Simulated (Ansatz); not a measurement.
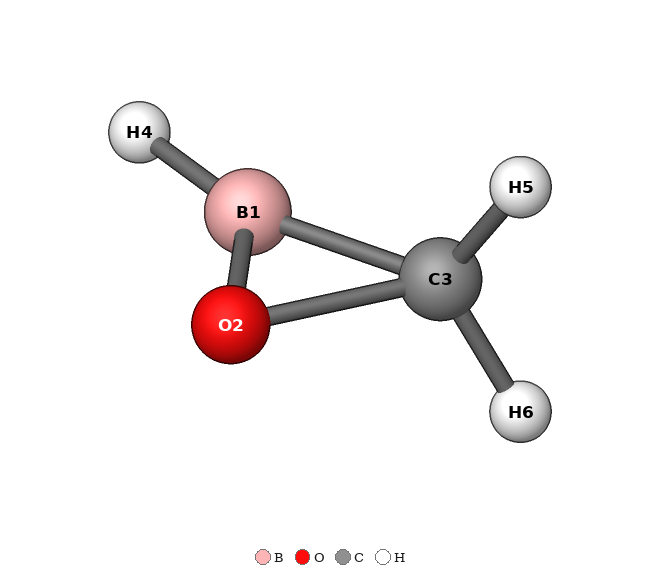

Sticks follow a distance rule. Harmonic vibrations computed with RKS PBE0-D4/def2-TZVP (Ansatz 0.2.0) at a stationary point of the same level.

Q: How many imaginary frequencies does it have?

A: A minimum: no imaginary frequency, and the lowest mode lies at 697 cm⁻¹.

Q: List the wavenumbers.

A: 12 modes: 697, 735, 876, 943, 1010, 1103, 1208, 1403, 1511, 2752, 3120, 3203 cm⁻¹.
